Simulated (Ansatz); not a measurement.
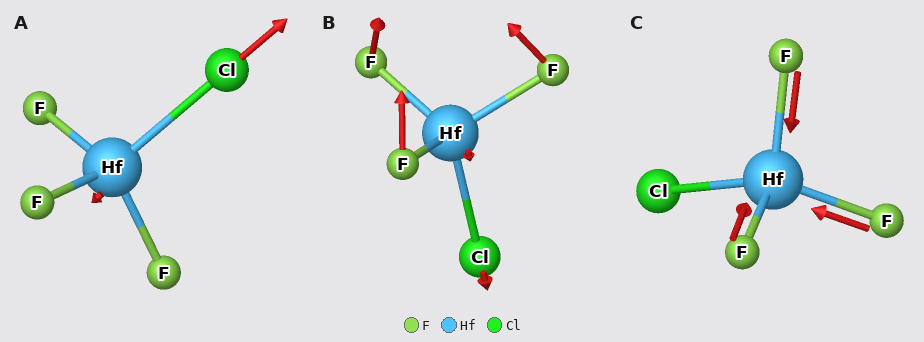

3 normal modes of one molecule or complex, as arrows. The species is neutral and a spin singlet. Harmonic vibrations computed with RKS PBE0-D4/def2-TZVP, core potentials on Hf (Ansatz 0.2.0) at a stationary point of the same level.

### Match the panels to the wavenumbers 164 cm⁻¹, 391 cm⁻¹, 675 cm⁻¹.

A: 391 cm⁻¹, Hf–Cl stretching
B: 164 cm⁻¹, angle bending
C: 675 cm⁻¹, in-phase stretching of 3 Hf–F bonds
